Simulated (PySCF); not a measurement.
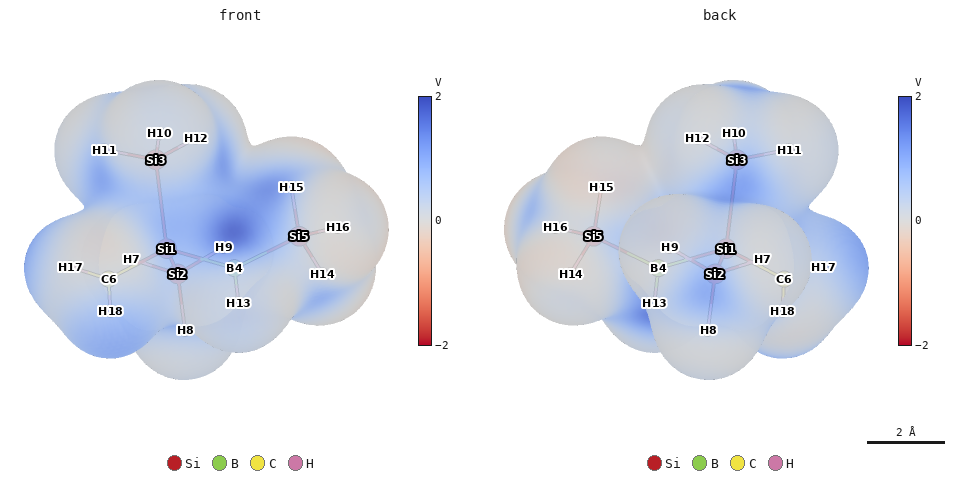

Figure 1: CH₁₂BSi₄ (SMILES [CH2][Si]([SiH3])([SiH3])B[SiH3]) (doublet). The molecular electrostatic potential painted on the density surface at 0.002 e/bohr³, seen from the front and from behind; red is negative and blue positive.

Geometry: PBE0-D3(BJ)/def2-SVP.

These are results of UKS B3LYP, IGLO-III on B C Si, pcH-1 on H, non-relativistic, mean-field spin-orbit, GIAO in PySCF 2.14.0, density-fitted response routines, not measurements.

Input

```
{"job": {"kind": "epr"}, "charge": 0, "multiplicity": 2}
Si     0.197244     0.039841    -0.862711
Si     1.556359    -1.349912     0.499155
Si     0.758867     2.180529    -0.061650
B     -1.596673    -0.570003    -0.282909
Si    -2.195985    -0.376425     1.630257
C      0.689356    -0.161781    -2.631686
H      2.993210    -0.987733     0.291276
H      1.369628    -2.792844     0.154829
H      1.204126    -1.142537     1.938530
H     -0.187527     3.223106    -0.566314
H      2.136999     2.521243    -0.535351
H      0.744079     2.193532     1.432669
H     -2.317202    -1.183931    -1.038239
H     -2.007870    -1.714266     2.287510
H     -1.416155     0.628123     2.419349
H     -3.649029    -0.025077     1.728280
H      1.618361     0.256468    -3.034296
H      0.082651    -0.731776    -3.343743
```

Command:

```sh
OMP_NUM_THREADS=1 python cluster_run.py task.json out
```

Q: Describe the electrostatic potential map.

A: The most negative region (about −0.1 V) lies over H14, H15 and H16, the most positive (about +1.5 V) over B4.
